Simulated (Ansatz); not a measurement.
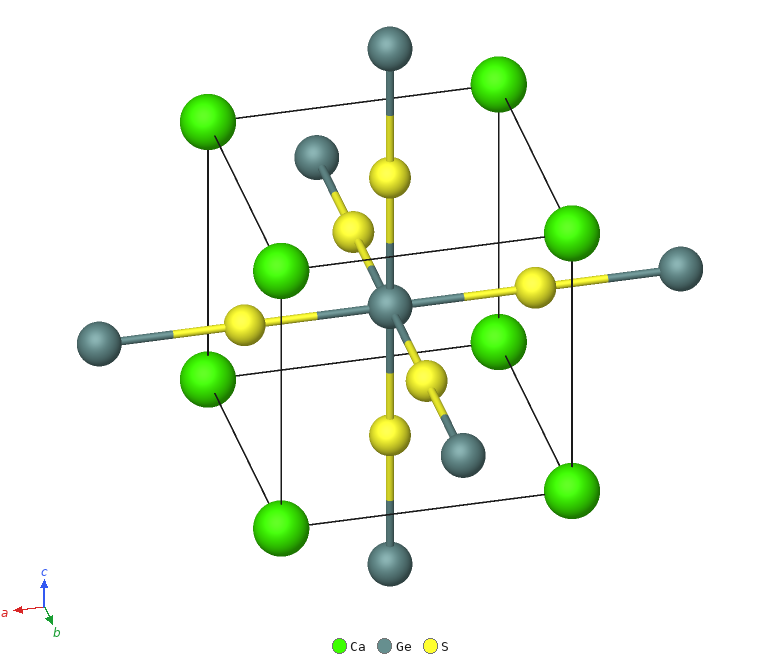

System CaGeS3 (space group Pm-3m, No. 221); source of the atomic positions: coordinates from a relaxation with Ansatz 0.2.0, DFT, PBEsol, plane waves, PAW; the starting structure was generated, so it need not be a known form of this composition.

Bonds are taken as Ge–S below 2.6 Å; Ca is left out of the net, as the electropositive filling of the structure; no other contact counts. The graph is simplified in the usual way: terminal and isolated atoms are pruned, two-connected atoms become edges.

What kind of net remains, and which atoms are its nodes?

A uninodal 6-connected, three-periodic net: Ge is a 6-connected node. S becomes part of the edges.

Name the underlying net.

It is the pcu net, known from NaCl, ReO3 and the B-X framework of perovskite.

Is the net interpenetrated?

It is a single net, without interpenetration.

Give the point symbol of each node (shortest cycle at each angle).

Ge: 4^12.6^3.

The simplified net, drawn on the atoms' positions. Nodes are coloured by element. Short stubs are edges that leave the cut-out.

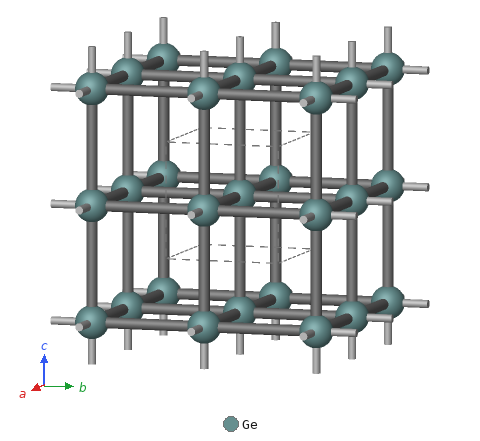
